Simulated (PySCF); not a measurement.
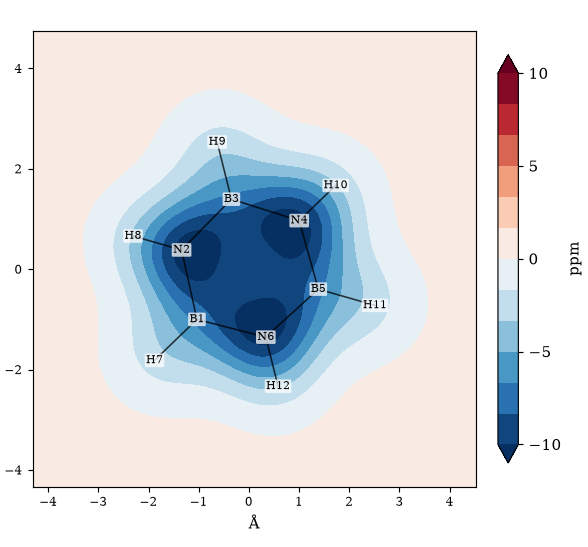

B₃H₆N₃, SMILES `B1NBNBN1`. NICSzz (the component normal to the ring) 1.7 Å above the plane of the 6-membered ring B1/N2/B3/N4/B5/N6; GIAO shieldings; atoms are projected onto the map; negative values mean shielding.

Computed with PySCF, B3LYP/6-311G**, geometry: GFN2-xTB. No frequency check shows the geometry to be a minimum.

Question: What does the map say about the ring?

Answer: It is neither clearly diatropic nor paratropic (non-aromatic): NICS(0) = −2.0, NICS(1) = −3.0, NICS(1)zz = −6.3 ppm.
